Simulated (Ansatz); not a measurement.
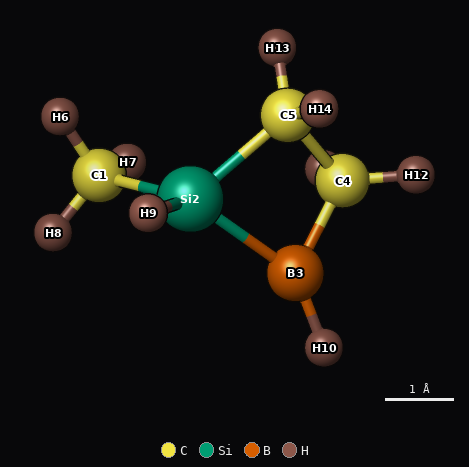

**Figure 1.** The structure as given in the input (ball-and-stick view, seen at a tilt; atoms are numbered from 1 in the order of the input). Bond lengths as drawn: B–C 1.57 Å, B–H 1.19 Å, B–Si 2.03 Å, C–C 1.56 Å, C–H 1.09 to 1.11 Å, C–Si 1.88 to 1.91 Å and H–Si 1.50 Å.

# Two runs on C3H9BSi

System: C3H9BSi.
Method of run A: RKS PBE0-D4/def2-TZVPP (Ansatz 0.2.0).

The geometry comes from this level: PBE0-D4/def2-TZVP. Text and figures count atoms from 1; the logs count them from 0 in places.

## Input file, run A
```yaml
crystal:
  periodic: [false, false, false]
  atoms:
    - {symbol: C, position_ang: [-1.014099, -1.161258, 1.390134]}
    - {symbol: Si, position_ang: [0.103371, 0.279323, 0.931956]}
    - {symbol: B, position_ang: [1.624546, -0.154386, -0.333305]}
    - {symbol: C, position_ang: [0.653406, 0.287611, -1.487563]}
    - {symbol: C, position_ang: [-0.392330, 1.130055, -0.702281]}
    - {symbol: H, position_ang: [-1.984189, -0.795986, 1.736736]}
    - {symbol: H, position_ang: [-1.183897, -1.814661, 0.531343]}
    - {symbol: H, position_ang: [-0.571676, -1.759979, 2.189589]}
    - {symbol: H, position_ang: [0.263528, 1.159595, 2.129939]}
    - {symbol: H, position_ang: [2.763826, -0.506704, -0.400541]}
    - {symbol: H, position_ang: [0.191289, -0.671650, -1.789532]}
    - {symbol: H, position_ang: [1.049280, 0.719685, -2.412904]}
    - {symbol: H, position_ang: [-1.419065, 1.076577, -1.069173]}
    - {symbol: H, position_ang: [-0.097089, 2.182478, -0.685599]}
basis:
  gaussian: {orbitals: def2-TZVPP}
hamiltonian: {xc: pbe0, dispersion: d4}
output: {orbitals: {seedname: orbitals}}
```

Command:
```bash
ansatz run in.yaml --threads 4 --pin off --events-out ev --progress --plain --max-ram 10444MiB
```

Hardware: 4 threads of Arm Neoverse V1, 23 GiB of memory available, shared host.

## Output (run A)
```
Functional definition: PBE0
  parameter a = 0.25
  parameter kappa = 0.804
  parameter beta = 0.06672455060314922
  exchange = (1 - a)*pbe_x(kappa = kappa, mu = beta*pi^2/3) + a*exact_x
  correlation = pbe_c(beta = beta)
1531 factors; their error is unknown
mean field evaluation 1: about -11791.6657 eV, gradient 7.3e1 eV
mean field evaluation 2: about -11783.0361 eV, gradient 8.9e1 eV
mean field evaluation 4: about -11803.9471 eV, gradient 4.5e0 eV
mean field evaluation 8: about -11803.9948 eV, gradient 4.3e-2 eV
mean field evaluation 16: about -11803.9936 eV, gradient 5.6e-5 eV
mean field -11803.99355614 eV, -433.7887621539 hartree, gradient 5.6e-5 eV, S^2 0.000000; 0 other end points of the search recorded, 0 dependent functions left out
reference -11803.99359402 eV, -433.7887635459 hartree; 23, 23 occupied and 269, 269 virtual orbitals, 1531 factors
Total energy: -11804.24777794 eV, -433.7981046329 hartree
```

For run B the input was changed thus:
```diff
-hamiltonian: {xc: pbe0, dispersion: d4}
+hamiltonian: {xc: {name: wB97X-V}}
```

What does this change do to the results?

The total energies belong to different models, so their difference says nothing on which is more stable or more accurate. The HOMO goes from −7.06 to −9.40 eV. The LUMO goes from −1.73 to 0.46 eV. On the same kind of shared host run B took about 2.7 times as long.

## Output (run B)
```
Functional definition: wB97X-V
  parameter omega = 0.3/bohr
  parameter cx = 0.167
  parameter cx1 = 0.603
  parameter cx2 = 1.194
  parameter css0 = 0.556
  parameter css1 = -0.257
  parameter cos0 = 1.219
  parameter cos1 = -1.850
  parameter b = 6.0
  parameter c = 0.01
  exchange = spin_sum(e_x_unif_sr(omega)*poly(b97_u_x, 1 - cx, cx1, cx2)) + cx*exact_x_sr(omega) + exact_x_lr(omega)
  correlation = spin_sum(e_c_pw_same_spin*poly(b97_u_same, css0, css1))
      + integral(e_c_pw_opposite_spin*poly(b97_u_opposite, cos0, cos1)) + vv10(b, c)
1531 factors; their error is unknown
404 factors; integrals over basis functions are off by at most 1.0e-5 eV
mean field evaluation 1: about -11803.9684 eV, gradient 5.2e1 eV
mean field evaluation 2: about -11806.5076 eV, gradient 4.0e1 eV
mean field evaluation 4: about -11810.1353 eV, gradient 1.4e0 eV
mean field evaluation 8: about -11810.1334 eV, gradient 5.8e-1 eV
mean field evaluation 16: about -11810.1339 eV, gradient 1.0e-4 eV
mean field -11810.13388109 eV, -434.0144149338 hartree, gradient 2.3e-5 eV, S^2 0.000000; 0 other end points of the search recorded, 0 dependent functions left out
reference -11810.13387862 eV, -434.0144148431 hartree; 23, 23 occupied and 269, 269 virtual orbitals, 1531 factors
Total energy: -11810.13387862 eV, -434.0144148431 hartree
```

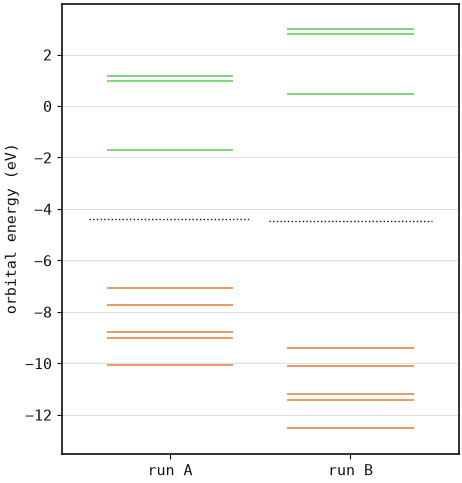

**Figure 2.** The five highest filled and three lowest empty orbital energies of the two runs; the dotted lines part filled from empty levels. The HOMO–LUMO gap is 5.33 eV in run A and 9.86 eV in run B.

## The two runs side by side

```tsv
quantity	run A	run B
outcome	converged	converged
total energy (hartree)	−433.798105	−434.014415
HOMO (eV)	−7.06	−9.40
LUMO (eV)	−1.73	0.46
basis functions	292	292
wall time (shared host)	4 s	11 s
```
